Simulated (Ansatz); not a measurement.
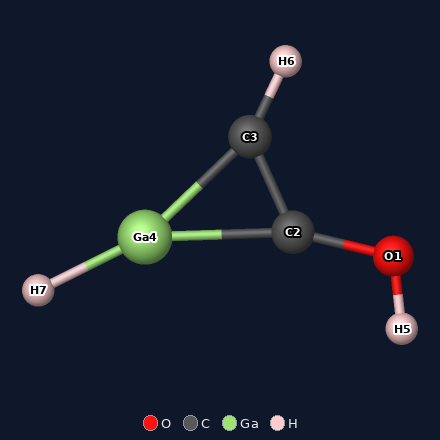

The system is C2H3GaO, SMILES O[C]1=[CH][GaH]1; the picture shows the reference structure. First axis: bond length O1–C2. Second axis: bond length O1–H5. Nothing is relaxed (all other coordinates rigid). Grid: 11 × 11 points. All energies are given in eV relative to the relaxed molecule at the same level. Level of theory: RHF/def2-TZVP in Ansatz.

Its coordinates:

```xyz
7

O    -1.6159    0.7716   -0.1245
C    -0.4171    0.1903   -0.0690
C     0.3486   -0.0208    1.0242
Ga    1.2292   -0.6841   -0.4956
H    -1.9250    0.7890   -1.0131
H     0.1730    0.2221    2.0579
H     2.2685   -1.3361   -1.4257
```

Range: bond length O1–C2 from 1.147 to 1.867 Å; bond length O1–H5 from 0.790 to 1.223 Å.

Question: Predict the map.

Answer: The lowest grid point is at bond length O1–C2 = 1.363 Å, bond length O1–H5 = 0.920 Å, 0.032 eV from the relaxed molecule at the same level. It is the only kind of minimum in the scanned range. The highest grid point, bond length O1–C2 = 1.867 Å, bond length O1–H5 = 1.223 Å, lies 3.80 eV above the lowest. Round the minimum the two coordinates are nearly uncoupled.

| bond length O1–H5 ↓, bond length O1–C2 → | 1.147 | 1.219 | 1.291 | 1.363 | 1.435 | 1.507 | 1.579 | 1.651 | 1.723 | 1.795 | 1.867 |
| --- | --- | --- | --- | --- | --- | --- | --- | --- | --- | --- | --- |
| 1.223 | 2.44 | 1.69 | 1.39 | 1.38 | 1.56 | 1.85 | 2.22 | 2.61 | 3.02 | 3.43 | 3.83 |
| 1.180 | 2.16 | 1.40 | 1.09 | 1.08 | 1.25 | 1.55 | 1.91 | 2.31 | 2.72 | 3.13 | 3.53 |
| 1.137 | 1.90 | 1.12 | 0.81 | 0.79 | 0.97 | 1.26 | 1.63 | 2.03 | 2.44 | 2.85 | 3.25 |
| 1.093 | 1.65 | 0.87 | 0.54 | 0.53 | 0.70 | 1.00 | 1.36 | 1.76 | 2.17 | 2.58 | 2.98 |
| 1.050 | 1.44 | 0.65 | 0.32 | 0.30 | 0.48 | 0.77 | 1.14 | 1.54 | 1.95 | 2.37 | 2.77 |
| 1.007 | 1.29 | 0.49 | 0.16 | 0.13 | 0.31 | 0.60 | 0.97 | 1.37 | 1.78 | 2.20 | 2.60 |
| 0.964 | 1.20 | 0.39 | 0.06 | 0.03 | 0.21 | 0.50 | 0.87 | 1.27 | 1.69 | 2.10 | 2.51 |
| 0.920 | 1.21 | 0.40 | 0.06 | 0.03 | 0.20 | 0.50 | 0.87 | 1.27 | 1.69 | 2.11 | 2.51 |
| 0.877 | 1.35 | 0.53 | 0.19 | 0.16 | 0.33 | 0.63 | 1.00 | 1.40 | 1.82 | 2.24 | 2.64 |
| 0.834 | 1.65 | 0.83 | 0.49 | 0.46 | 0.63 | 0.93 | 1.30 | 1.71 | 2.13 | 2.55 | 2.95 |
| 0.790 | 2.20 | 1.38 | 1.04 | 1.01 | 1.18 | 1.48 | 1.85 | 2.26 | 2.68 | 3.10 | 3.51 |

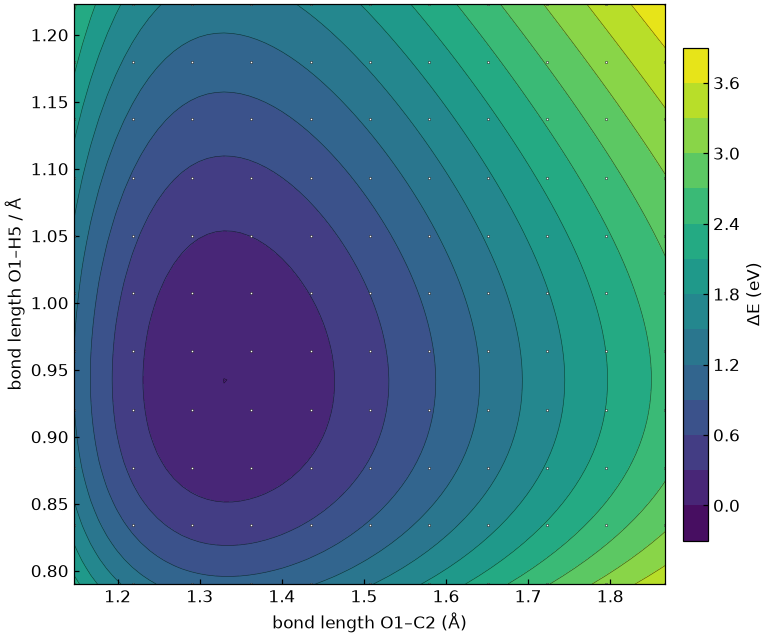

The picture shows filled contours, dots at the grid points. Between grid points the surface is interpolated.

Each point was launched as `ansatz run input.yaml --threads 1 --pin off --max-ram 2560MiB --backend cpu --events-out ev --progress --plain --runs-dir out`. Time for the 121 points that were run: 9 min on 1 thread of Arm Neoverse V2 (shared host).
